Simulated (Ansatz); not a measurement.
# C3H4F2: up Jacob's ladder to CCSD(T)

How much do the methods differ for C3H4F2? The plan is to run it at one geometry with functionals of several rungs and with coupled cluster, and see how far each lands from CCSD(T) at the basis-set limit for the atomisation energy.

Method: functionals in def2-TZVPP, the program's frozen cores in correlated methods; program: Ansatz 0.2.0, Gaussian basis.

Levels to be run: PBE-D4, r2SCAN-D4, PBE0-D4, B3LYP-D4, ωB97X-V, ωB97M-V, B2PLYP; CCSD(T)/def2-TZVPP; MP2/def2-QZVPP; extrapolation to the limit.

**1. Structure used throughout**

All runs share one geometry, relaxed beforehand with PBE0-D4 in a triple-zeta def2 set.

SMILES `F[C@@H]1C[C@@H]1F`, 9 atoms, charge 0, spin multiplicity 1.

Atoms are counted from 1 here; the program's logs count them from 0.

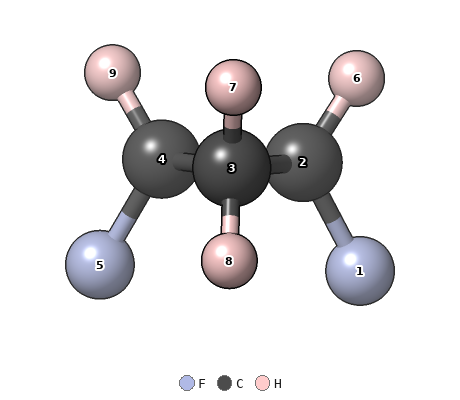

The structure; fluorine light blue, carbon dark grey, hydrogen pink; atoms are numbered from 1 in the order of the file.

**2. PBE-D4 (GGA)**

The input, in.yaml:

```yaml
crystal:
  periodic: [false, false, false]
  atoms:
    - {symbol: F, position_ang: [-0.169580, 1.607991, -1.012624]}
    - {symbol: C, position_ang: [0.216771, 0.825464, 0.025365]}
    - {symbol: C, position_ang: [0.580466, -0.591103, -0.284023]}
    - {symbol: C, position_ang: [-0.696046, -0.279707, 0.428857]}
    - {symbol: F, position_ang: [-1.848918, -0.425138, -0.270267]}
    - {symbol: H, position_ang: [0.755396, 1.385253, 0.781928]}
    - {symbol: H, position_ang: [1.394365, -1.070228, 0.245045]}
    - {symbol: H, position_ang: [0.461700, -0.872512, -1.323791]}
    - {symbol: H, position_ang: [-0.820154, -0.522419, 1.478409]}
basis:
  gaussian: {orbitals: def2-TZVPP}
hamiltonian: {xc: pbe, dispersion: d4}
output: {forces: true, orbitals: {seedname: orbitals}}
```

The runs that follow: r2SCAN-D4 (meta-GGA); PBE0-D4 (hybrid); B3LYP-D4 (hybrid); ωB97X-V (range-separated); ωB97M-V (range-separated); B2PLYP (double hybrid); CCSD(T) in def2-TZVPP; MP2 in def2-QZVPP.

**Question.** What will the summary of the whole plan be? Wanted: atomisation energy, CCSD(T)/CBS; farthest; mean size of error, hybrid; mean size of error, range-separated; gap, smallest and largest; T1 diagnostic; triples share of the correlation energy.

The runs gave:

| quantity | value |
| --- | --- |
| atomisation energy, CCSD(T)/CBS | 37.335 eV |
| functionals within 0.187 eV (0.5 %) | B3LYP-D4 |
| farthest | PBE-D4 (+1.507 eV) |
| mean size of error, hybrid | 0.270 eV |
| mean size of error, range-separated | 0.263 eV |
| gap, smallest and largest | 6.69 eV (PBE-D4), 13.81 eV (ωB97X-V) |
| T1 diagnostic | 0.0106 |
| triples share of the correlation energy | 3.5 % |

**Reading.** PBE-D4 misses by +1.507 eV. Double hybrids carry the basis error of their MP2 part in triple zeta, and no dispersion term here, so their miss is partly the set-up's. Misses under about 0.187 eV are within the doubt on the reference itself, which lacks core-valence correlation, relativity and higher excitations. Hartree-Fock recovers 72 % of the binding; the rest is correlation. Orbital gaps span 6.7 to 13.8 eV; exact exchange widens them.
